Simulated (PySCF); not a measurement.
**C2H6GeOSi: core binding energies at several levels of theory**

Aim: compute the core binding energies of C2H6GeOSi (`C1=C[SiH2][GeH2][O]1`) at several levels, and see how far they spread and what each costs.

Programs: PySCF 2.14.0, with density-fitted response routines of our own. Each step states its level of theory. These are calculated values for one molecule in the gas phase, unless marked as measured. Atoms count from 0, in the outputs and in this text.

## 1. The molecule as given

11 atoms, charge 0, multiplicity 1; geometry from: PBE0-D3(BJ)/def2-SVP.

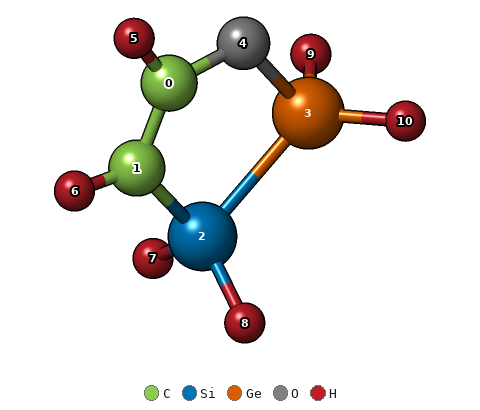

As it starts; carbon green, silicon blue, germanium orange, oxygen grey, hydrogen red, atoms numbered.

## 2. Core-electron binding energies: SCAN, X2C

The job: settings as JSON, then the geometry in Å.

```
{"job": {"kind": "xps"}, "charge": 0, "multiplicity": 1}
C      0.120471     1.540260     0.088261
C     -1.066267     0.897147    -0.031426
Si    -1.017593    -0.954532    -0.130555
Ge     1.350604    -0.871076     0.051570
O      1.326492     0.979302     0.141462
H      0.175616     2.636174     0.153767
H     -1.974754     1.503679    -0.060904
H     -1.497278    -1.549167    -1.415840
H     -1.678293    -1.682335     0.996054
H      2.241494    -1.193660    -1.158918
H      2.047715    -1.319381     1.346456
```

Level: delta-SCF UKS SCAN, pcX-2 on the ionised atom, pcseg-1 elsewhere, spin-free X2C.

Started as:

```console
$ OMP_NUM_THREADS=1 python probes_run.py task.json out
```

One launch serves the whole session: the jobs run in the order shown.

The program printed:

```text
ground state, core basis on atom 0 (C), 148 functions
  cycle   1  E = -2538.94197090  |g| = 6.48e-01
  cycle   2  E = -2538.67729808  |g| = 1.26e+00
  cycle   3  E = -2539.01616320  |g| = 2.68e-01
  cycle   4  E = -2539.03141425  |g| = 1.02e-01
  cycle   5  E = -2539.03424768  |g| = 2.59e-02
  cycle   6  E = -2539.03440357  |g| = 1.03e-02
  cycle   7  E = -2539.03443110  |g| = 1.56e-03
  cycle   8  E = -2539.03443386  |g| = 6.23e-04
  cycle   9  E = -2539.03443315  |g| = 1.22e-04
  E(ground) = -2539.20429891 Eh
hole in C 1s of atom 0
  cycle   1  E = -2527.71985779  |g| = 1.51e+00
  cycle   2  E = -2526.05364853  |g| = 2.30e+00
  cycle   3  E = -2528.15586484  |g| = 4.96e-01
  cycle   4  E = -2528.13096644  |g| = 5.84e-01
  cycle   5  E = -2528.28692274  |g| = 1.72e-01
  cycle   6  E = -2528.30110652  |g| = 5.64e-02
  cycle   7  E = -2528.30292802  |g| = 2.31e-02
  cycle   8  E = -2528.30345574  |g| = 1.03e-02
  cycle   9  E = -2528.30373836  |g| = 8.15e-03
  cycle  10  E = -2528.30396215  |g| = 3.92e-03
  cycle  11  E = -2528.30398629  |g| = 1.38e-03
  cycle  12  E = -2528.30399311  |g| = 6.86e-04
  cycle  13  E = -2528.30399201  |g| = 2.44e-04
  E(ion) = -2528.47262247 Eh   <S^2> = 0.8775   hole on atom = 1.000   binding energy = 292.024 eV
ground state, core basis on atom 1 (C), 148 functions
  cycle   1  E = -2539.03265645  |g| = 6.03e-02
  cycle   2  E = -2539.03211801  |g| = 5.04e-02
  cycle   3  E = -2539.03212850  |g| = 5.01e-02
  cycle   4  E = -2539.03277245  |g| = 1.43e-02
  cycle   5  E = -2539.03281375  |g| = 1.28e-03
  cycle   6  E = -2539.03281182  |g| = 2.25e-04
  E(ground) = -2539.20263771 Eh
hole in C 1s of atom 1
  cycle   1  E = -2527.80361875  |g| = 1.52e+00
  cycle   2  E = -2526.65663703  |g| = 2.09e+00
  cycle   3  E = -2528.20650902  |g| = 6.68e-01
  cycle   4  E = -2528.27214655  |g| = 5.54e-01
  cycle   5  E = -2528.39378656  |g| = 8.94e-02
  cycle   6  E = -2528.39726929  |g| = 1.63e-02
  cycle   7  E = -2528.39742697  |g| = 6.99e-03
  cycle   8  E = -2528.39746414  |g| = 3.08e-03
  cycle   9  E = -2528.39747147  |g| = 1.66e-03
  cycle  10  E = -2528.39747510  |g| = 7.19e-04
  cycle  11  E = -2528.39747446  |g| = 1.97e-04
  E(ion) = -2528.56703341 Eh   <S^2> = 0.7779   hole on atom = 1.000   binding energy = 289.410 eV
ground state, core basis on atom 2 (Si), 159 functions
  cycle   1  E = -2539.12403969  |g| = 2.86e-01
  cycle   2  E = -2539.12368759  |g| = 5.17e-02
  cycle   3  E = -2539.12110734  |g| = 1.08e-01
  cycle   4  E = -2539.12417542  |g| = 1.82e-02
  cycle   5  E = -2539.12422634  |g| = 5.52e-03
  cycle   6  E = -2539.12423539  |g| = 5.20e-04
  cycle   7  E = -2539.12423249  |g| = 1.28e-04
  E(ground) = -2539.25258055 Eh
hole in Si 1s of atom 2
  cycle   1  E = -2470.19466165  |g| = 4.35e+00
  cycle   2  E = -2469.85814945  |g| = 2.32e+00
  cycle   3  E = -2470.15224841  |g| = 1.30e+00
  cycle   4  E = -2470.99743676  |g| = 7.41e-01
  cycle   5  E = -2471.21003886  |g| = 3.40e-01
  cycle   6  E = -2471.25969504  |g| = 1.11e-01
  cycle   7  E = -2471.26528457  |g| = 4.71e-02
  cycle   8  E = -2471.26641626  |g| = 8.66e-03
  cycle   9  E = -2471.26644507  |g| = 4.65e-03
  cycle  10  E = -2471.26645749  |g| = 5.38e-04
  cycle  11  E = -2471.26645965  |g| = 2.50e-04
  E(ion) = -2471.40238585 Eh   <S^2> = 0.7525   hole on atom = 1.000   binding energy = 1846.298 eV
hole in Si 2p of atom 2
  cycle   1  E = -2534.85200915  |g| = 1.24e+00
  cycle   2  E = -2534.38835064  |g| = 1.34e+00
  cycle   3  E = -2534.96758056  |g| = 6.14e-01
  cycle   4  E = -2535.15426301  |g| = 2.72e-01
  cycle   5  E = -2535.18190154  |g| = 1.10e-01
  cycle   6  E = -2535.18825679  |g| = 3.62e-02
  cycle   7  E = -2535.18897371  |g| = 6.48e-03
  cycle   8  E = -2535.18898768  |g| = 4.08e-03
  cycle   9  E = -2535.18899465  |g| = 7.64e-04
  cycle  10  E = -2535.18899608  |g| = 2.27e-04
  E(ion) = -2535.32854349 Eh   <S^2> = 0.7534   hole on atom = 1.002   binding energy = 106.778 eV
  2p3/2 = 106.544 eV   2p1/2 = 107.167 eV
ground state, core basis on atom 4 (O), 148 functions
  cycle   1  E = -2539.06111397  |g| = 1.07e-01
  cycle   2  E = -2539.05783271  |g| = 1.40e-01
  cycle   3  E = -2539.06060705  |g| = 7.44e-02
  cycle   4  E = -2539.06170762  |g| = 1.81e-02
  cycle   5  E = -2539.06180686  |g| = 3.71e-03
  cycle   6  E = -2539.06180970  |g| = 6.29e-04
  cycle   7  E = -2539.06181271  |g| = 1.52e-04
  E(ground) = -2539.22919416 Eh
hole in O 1s of atom 4
  cycle   1  E = -2518.44086115  |g| = 2.24e+00
  cycle   2  E = -2517.48214206  |g| = 2.45e+00
  cycle   3  E = -2519.01771530  |g| = 7.15e-01
  cycle   4  E = -2519.05996264  |g| = 6.25e-01
  cycle   5  E = -2519.28969007  |g| = 8.74e-02
  cycle   6  E = -2519.29268654  |g| = 2.02e-02
  cycle   7  E = -2519.29288377  |g| = 6.45e-03
  cycle   8  E = -2519.29291356  |g| = 2.54e-03
  cycle   9  E = -2519.29291971  |g| = 1.52e-03
  cycle  10  E = -2519.29292609  |g| = 1.22e-03
  cycle  11  E = -2519.29293552  |g| = 9.00e-04
  cycle  12  E = -2519.29294387  |g| = 4.10e-04
  E(ion) = -2519.46142193 Eh   <S^2> = 0.7671   hole on atom = 1.000   binding energy = 537.908 eV
```

Run time: 32 s. Hardware: 1 thread of Arm Neoverse V2, shared host; peak memory 0.57 GiB.

The holes in one table. −ε is the ground-state orbital energy:

```
       hole  stands for                                         environment  ΔSCF (eV; 2p as the shell's mean)  −ε (eV)   ⟨S²⟩
  C1s on C0          C0                        alkene carbon bearing oxygen                  292.02 (doubtful)    275.5  0.877
  C1s on C1          C1       β carbon of an enol-ether or enamine type C=C                             289.41    273.2  0.778
Si1s on Si2         Si2  silicon bonded to C, Ge, 2 H, in a 5-membered ring                            1846.30   1793.5  0.753
Si2p on Si2         Si2  silicon bonded to C, Ge, 2 H, in a 5-membered ring                             106.75     96.3  0.753
  O1s on O4          O4        oxygen bonded to C, Ge, in a 5-membered ring                             537.91    517.1  0.767
```

Doubtful: the ion did not converge, its hole moved, or its ⟨S²⟩ is well above 0.75.

With the spin-orbit splitting: Si2 2p3/2 106.54, 2p1/2 107.17 eV. The table gives each 2p level as the mean over the whole 2p shell (two parts 2p3/2, one part 2p1/2), which differs a little from the single hole in the log.

## 3. Core holes by ΔSCF: B3LYP, X2C

Settings changed since step 2:

```diff
@@ -1,2 +1,2 @@
-{"job": {"kind": "xps"}, "charge": 0, "multiplicity": 1}
+{"job": {"kind": "xps", "xc": "B3LYP"}, "charge": 0, "multiplicity": 1}
 C      0.120471     1.540260     0.088261
```

Level: delta-SCF UKS B3LYP, pcX-2 on the ionised atom, pcseg-1 elsewhere, spin-free X2C.

The program printed:

```text
ground state, core basis on atom 0 (C), 148 functions
  cycle   1  E = -2539.12182297  |g| = 6.54e-01
  cycle   2  E = -2538.90397026  |g| = 1.22e+00
  cycle   3  E = -2539.20102609  |g| = 2.03e-01
  cycle   4  E = -2539.20969982  |g| = 7.66e-02
  cycle   5  E = -2539.21118707  |g| = 1.62e-02
  cycle   6  E = -2539.21124506  |g| = 5.24e-03
  cycle   7  E = -2539.21125312  |g| = 8.17e-04
  cycle   8  E = -2539.21125254  |g| = 1.92e-04
  E(ground) = -2539.21451128 Eh
hole in C 1s of atom 0
  cycle   1  E = -2527.90166595  |g| = 1.52e+00
  cycle   2  E = -2526.79700406  |g| = 2.09e+00
  cycle   3  E = -2528.39175549  |g| = 4.01e-01
  cycle   4  E = -2528.39679868  |g| = 4.00e-01
  cycle   5  E = -2528.47239706  |g| = 8.98e-02
  cycle   6  E = -2528.47577571  |g| = 1.50e-02
  cycle   7  E = -2528.47592432  |g| = 8.45e-03
  cycle   8  E = -2528.47601516  |g| = 3.49e-03
  cycle   9  E = -2528.47606950  |g| = 2.44e-03
  cycle  10  E = -2528.47610811  |g| = 1.14e-03
  cycle  11  E = -2528.47611234  |g| = 3.10e-04
  E(ion) = -2528.47941709 Eh   <S^2> = 0.7918   hole on atom = 1.000   binding energy = 292.117 eV
ground state, core basis on atom 1 (C), 148 functions
  cycle   1  E = -2539.20938602  |g| = 4.31e-02
  cycle   2  E = -2539.20925675  |g| = 2.76e-02
  cycle   3  E = -2539.20926182  |g| = 2.68e-02
  cycle   4  E = -2539.20944122  |g| = 6.57e-03
  cycle   5  E = -2539.20945068  |g| = 4.09e-04
  E(ground) = -2539.21256611 Eh
hole in C 1s of atom 1
  cycle   1  E = -2527.98633832  |g| = 1.52e+00
  cycle   2  E = -2527.10296374  |g| = 1.98e+00
  cycle   3  E = -2528.45634781  |g| = 5.31e-01
  cycle   4  E = -2528.49329590  |g| = 4.48e-01
  cycle   5  E = -2528.57067939  |g| = 5.72e-02
  cycle   6  E = -2528.57195165  |g| = 1.62e-02
  cycle   7  E = -2528.57208478  |g| = 4.86e-03
  cycle   8  E = -2528.57210033  |g| = 1.22e-03
  cycle   9  E = -2528.57210383  |g| = 6.11e-04
  cycle  10  E = -2528.57210428  |g| = 2.21e-04
  E(ion) = -2528.57527822 Eh   <S^2> = 0.7647   hole on atom = 1.000   binding energy = 289.455 eV
ground state, core basis on atom 2 (Si), 159 functions
  cycle   1  E = -2539.27316198  |g| = 1.63e-01
  cycle   2  E = -2539.27322873  |g| = 3.48e-02
  cycle   3  E = -2539.27326395  |g| = 2.19e-02
  cycle   4  E = -2539.27334907  |g| = 4.98e-03
  cycle   5  E = -2539.27335743  |g| = 1.23e-03
  cycle   6  E = -2539.27335783  |g| = 3.27e-04
  E(ground) = -2539.27690442 Eh
hole in Si 1s of atom 2
  cycle   1  E = -2470.38016023  |g| = 4.39e+00
  cycle   2  E = -2470.41522521  |g| = 2.16e+00
  cycle   3  E = -2470.90899435  |g| = 9.63e-01
  cycle   4  E = -2471.30127429  |g| = 5.94e-01
  cycle   5  E = -2471.45025993  |g| = 2.22e-01
  cycle   6  E = -2471.47169102  |g| = 5.45e-02
  cycle   7  E = -2471.47292479  |g| = 2.37e-02
  cycle   8  E = -2471.47319917  |g| = 3.40e-03
  cycle   9  E = -2471.47320368  |g| = 1.24e-03
  cycle  10  E = -2471.47320510  |g| = 1.83e-04
  E(ion) = -2471.47671755 Eh   <S^2> = 0.7519   hole on atom = 1.000   binding energy = 1844.937 eV
hole in Si 2p of atom 2
  cycle   1  E = -2535.00751225  |g| = 1.23e+00
  cycle   2  E = -2534.80572012  |g| = 1.17e+00
  cycle   3  E = -2535.25569864  |g| = 4.12e-01
  cycle   4  E = -2535.33333025  |g| = 1.97e-01
  cycle   5  E = -2535.34814768  |g| = 6.66e-02
  cycle   6  E = -2535.35032545  |g| = 1.93e-02
  cycle   7  E = -2535.35052711  |g| = 2.06e-03
  cycle   8  E = -2535.35052791  |g| = 1.41e-03
  cycle   9  E = -2535.35052836  |g| = 3.51e-04
  E(ion) = -2535.35406649 Eh   <S^2> = 0.7535   hole on atom = 1.002   binding energy = 106.746 eV
  2p3/2 = 106.499 eV   2p1/2 = 107.119 eV
ground state, core basis on atom 4 (O), 148 functions
  cycle   1  E = -2539.23678257  |g| = 7.17e-02
  cycle   2  E = -2539.23618354  |g| = 6.69e-02
  cycle   3  E = -2539.23662910  |g| = 4.59e-02
  cycle   4  E = -2539.23702917  |g| = 7.38e-03
  cycle   5  E = -2539.23704208  |g| = 1.67e-03
  cycle   6  E = -2539.23704239  |g| = 2.33e-04
  E(ground) = -2539.24057908 Eh
hole in O 1s of atom 4
  cycle   1  E = -2518.63331812  |g| = 2.25e+00
  cycle   2  E = -2517.92939434  |g| = 2.36e+00
  cycle   3  E = -2519.33664557  |g| = 5.44e-01
  cycle   4  E = -2519.35518183  |g| = 4.75e-01
  cycle   5  E = -2519.47866182  |g| = 5.33e-02
  cycle   6  E = -2519.47967524  |g| = 1.06e-02
  cycle   7  E = -2519.47972917  |g| = 3.72e-03
  cycle   8  E = -2519.47973549  |g| = 8.41e-04
  cycle   9  E = -2519.47973559  |g| = 3.23e-04
  E(ion) = -2519.48340269 Eh   <S^2> = 0.7576   hole on atom = 1.000   binding energy = 537.620 eV
```

It took 44 s on 1 thread of Arm Neoverse V2, shared host; peak memory 0.7 GiB.

Binding energies by hole, beside the orbital energy of the ground state; the difference holds orbital relaxation and, for a density functional, its self-interaction error:

```
       hole  stands for                                         environment  ΔSCF (eV; 2p as the shell's mean)  −ε (eV)   ⟨S²⟩
  C1s on C0          C0                        alkene carbon bearing oxygen                             292.12    278.8  0.792
  C1s on C1          C1       β carbon of an enol-ether or enamine type C=C                             289.46    276.5  0.765
Si1s on Si2         Si2  silicon bonded to C, Ge, 2 H, in a 5-membered ring                            1844.94   1803.0  0.752
Si2p on Si2         Si2  silicon bonded to C, Ge, 2 H, in a 5-membered ring                             106.71     98.9  0.753
  O1s on O4          O4        oxygen bonded to C, Ge, in a 5-membered ring                             537.62    521.3  0.758
```

With the spin-orbit splitting: Si2 2p3/2 106.50, 2p1/2 107.12 eV. The table gives each 2p level as the mean over the whole 2p shell (two parts 2p3/2, one part 2p1/2), which differs a little from the single hole in the log.

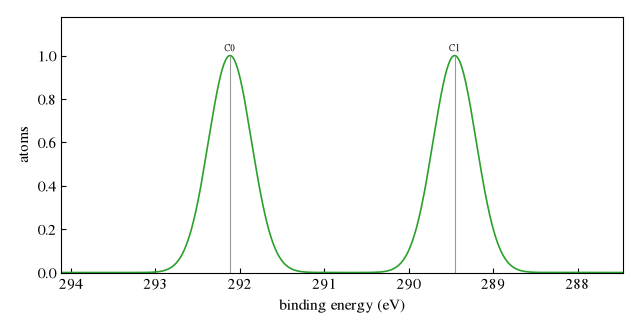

The C1s photoelectron lines, weighted by the number of atoms. Lines are broadened to a width of 0.60 eV (Gaussian).

## 4. Core-electron binding energies: PBE0, X2C

Settings changed since step 3:

```diff
@@ -1,2 +1,2 @@
-{"job": {"kind": "xps", "xc": "B3LYP"}, "charge": 0, "multiplicity": 1}
+{"job": {"kind": "xps", "xc": "PBE0"}, "charge": 0, "multiplicity": 1}
 C      0.120471     1.540260     0.088261
```

Level: delta-SCF UKS PBE0, pcX-2 on the ionised atom, pcseg-1 elsewhere, spin-free X2C.

The program printed:

```text
ground state, core basis on atom 0 (C), 148 functions
  cycle   1  E = -2538.49988198  |g| = 5.88e-01
  cycle   2  E = -2538.36995114  |g| = 9.94e-01
  cycle   3  E = -2538.56694196  |g| = 1.56e-01
  cycle   4  E = -2538.57187794  |g| = 5.99e-02
  cycle   5  E = -2538.57278784  |g| = 1.19e-02
  cycle   6  E = -2538.57282250  |g| = 3.82e-03
  cycle   7  E = -2538.57282632  |g| = 5.56e-04
  cycle   8  E = -2538.57282668  |g| = 1.38e-04
  E(ground) = -2538.57540064 Eh
hole in C 1s of atom 0
  cycle   1  E = -2527.28318941  |g| = 1.52e+00
  cycle   2  E = -2526.39689874  |g| = 1.95e+00
  cycle   3  E = -2527.77808486  |g| = 3.91e-01
  cycle   4  E = -2527.79932135  |g| = 3.40e-01
  cycle   5  E = -2527.85408389  |g| = 8.01e-02
  cycle   6  E = -2527.85673232  |g| = 1.71e-02
  cycle   7  E = -2527.85696022  |g| = 7.97e-03
  cycle   8  E = -2527.85711838  |g| = 4.61e-03
  cycle   9  E = -2527.85726868  |g| = 3.25e-03
  cycle  10  E = -2527.85733927  |g| = 1.50e-03
  cycle  11  E = -2527.85734480  |g| = 3.51e-04
  E(ion) = -2527.85995309 Eh   <S^2> = 0.8214   hole on atom = 1.000   binding energy = 291.582 eV
ground state, core basis on atom 1 (C), 148 functions
  cycle   1  E = -2538.57091662  |g| = 5.98e-02
  cycle   2  E = -2538.57076996  |g| = 3.04e-02
  cycle   3  E = -2538.57069890  |g| = 3.45e-02
  cycle   4  E = -2538.57099606  |g| = 6.18e-03
  cycle   5  E = -2538.57100197  |g| = 3.53e-04
  E(ground) = -2538.57341757 Eh
hole in C 1s of atom 1
  cycle   1  E = -2527.36566699  |g| = 1.52e+00
  cycle   2  E = -2526.66271129  |g| = 1.85e+00
  cycle   3  E = -2527.85071026  |g| = 4.93e-01
  cycle   4  E = -2527.89355100  |g| = 3.83e-01
  cycle   5  E = -2527.95044686  |g| = 5.13e-02
  cycle   6  E = -2527.95147782  |g| = 1.44e-02
  cycle   7  E = -2527.95159362  |g| = 4.20e-03
  cycle   8  E = -2527.95160745  |g| = 1.42e-03
  cycle   9  E = -2527.95161539  |g| = 6.95e-04
  cycle  10  E = -2527.95161408  |g| = 2.32e-04
  E(ion) = -2527.95405050 Eh   <S^2> = 0.7701   hole on atom = 1.000   binding energy = 288.968 eV
ground state, core basis on atom 2 (Si), 159 functions
  cycle   1  E = -2538.63383074  |g| = 2.08e-01
  cycle   2  E = -2538.63385051  |g| = 2.89e-02
  cycle   3  E = -2538.63381225  |g| = 2.74e-02
  cycle   4  E = -2538.63397346  |g| = 7.97e-03
  cycle   5  E = -2538.63398597  |g| = 1.98e-03
  cycle   6  E = -2538.63398695  |g| = 2.22e-04
  E(ground) = -2538.63681039 Eh
hole in Si 1s of atom 2
  cycle   1  E = -2469.77160473  |g| = 4.39e+00
  cycle   2  E = -2469.99479785  |g| = 2.00e+00
  cycle   3  E = -2470.45696631  |g| = 8.24e-01
  cycle   4  E = -2470.74703188  |g| = 4.88e-01
  cycle   5  E = -2470.85054198  |g| = 1.69e-01
  cycle   6  E = -2470.86308254  |g| = 3.80e-02
  cycle   7  E = -2470.86369552  |g| = 1.58e-02
  cycle   8  E = -2470.86381619  |g| = 2.16e-03
  cycle   9  E = -2470.86381932  |g| = 8.96e-04
  cycle  10  E = -2470.86381930  |g| = 1.50e-04
  E(ion) = -2470.86662020 Eh   <S^2> = 0.7520   hole on atom = 1.000   binding energy = 1844.121 eV
hole in Si 2p of atom 2
  cycle   1  E = -2534.38096311  |g| = 1.23e+00
  cycle   2  E = -2534.27761017  |g| = 1.06e+00
  cycle   3  E = -2534.65058604  |g| = 3.58e-01
  cycle   4  E = -2534.71056097  |g| = 1.65e-01
  cycle   5  E = -2534.72110151  |g| = 5.33e-02
  cycle   6  E = -2534.72248899  |g| = 1.49e-02
  cycle   7  E = -2534.72260898  |g| = 1.70e-03
  cycle   8  E = -2534.72260832  |g| = 1.16e-03
  cycle   9  E = -2534.72260985  |g| = 3.46e-04
  E(ion) = -2534.72542793 Eh   <S^2> = 0.7543   hole on atom = 1.002   binding energy = 106.434 eV
  2p3/2 = 106.189 eV   2p1/2 = 106.806 eV
ground state, core basis on atom 4 (O), 148 functions
  cycle   1  E = -2538.59879496  |g| = 9.34e-02
  cycle   2  E = -2538.59827190  |g| = 6.23e-02
  cycle   3  E = -2538.59829016  |g| = 6.14e-02
  cycle   4  E = -2538.59902970  |g| = 5.50e-03
  cycle   5  E = -2538.59903778  |g| = 1.20e-03
  cycle   6  E = -2538.59903874  |g| = 2.21e-04
  E(ground) = -2538.60178424 Eh
hole in O 1s of atom 4
  cycle   1  E = -2518.00840613  |g| = 2.25e+00
  cycle   2  E = -2517.46606727  |g| = 2.24e+00
  cycle   3  E = -2518.73988483  |g| = 4.99e-01
  cycle   4  E = -2518.76680133  |g| = 4.09e-01
  cycle   5  E = -2518.85708871  |g| = 4.63e-02
  cycle   6  E = -2518.85784842  |g| = 8.38e-03
  cycle   7  E = -2518.85788071  |g| = 3.12e-03
  cycle   8  E = -2518.85788726  |g| = 7.96e-04
  cycle   9  E = -2518.85788760  |g| = 3.59e-04
  E(ion) = -2518.86076362 Eh   <S^2> = 0.7591   hole on atom = 1.000   binding energy = 537.181 eV
```

Run time: 44 s. Hardware: 1 thread of Arm Neoverse V2, shared host; peak memory 0.7 GiB.

Binding energies by hole, beside the orbital energy of the ground state; the difference holds orbital relaxation and, for a density functional, its self-interaction error:

```
       hole  stands for                                         environment  ΔSCF (eV; 2p as the shell's mean)  −ε (eV)   ⟨S²⟩
  C1s on C0          C0                        alkene carbon bearing oxygen                             291.58    280.2  0.821
  C1s on C1          C1       β carbon of an enol-ether or enamine type C=C                             288.97    277.9  0.770
Si1s on Si2         Si2  silicon bonded to C, Ge, 2 H, in a 5-membered ring                            1844.12   1806.8  0.752
Si2p on Si2         Si2  silicon bonded to C, Ge, 2 H, in a 5-membered ring                             106.39     99.7  0.754
  O1s on O4          O4        oxygen bonded to C, Ge, in a 5-membered ring                             537.18    523.5  0.759
```

With the spin-orbit splitting: Si2 2p3/2 106.19, 2p1/2 106.81 eV. The table gives each 2p level as the mean over the whole 2p shell (two parts 2p3/2, one part 2p1/2), which differs a little from the single hole in the log.

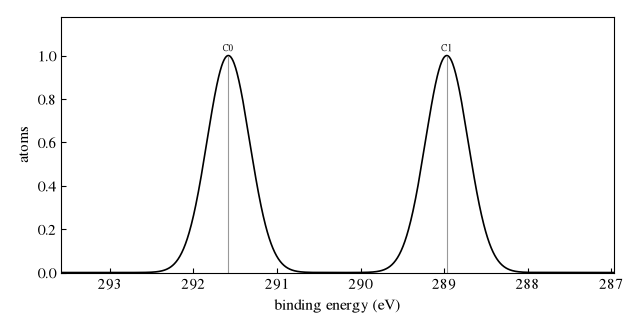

The C1s photoelectron lines, weighted by the number of atoms. Lines are broadened to a width of 0.60 eV (Gaussian).

[end of part 1 of 3]
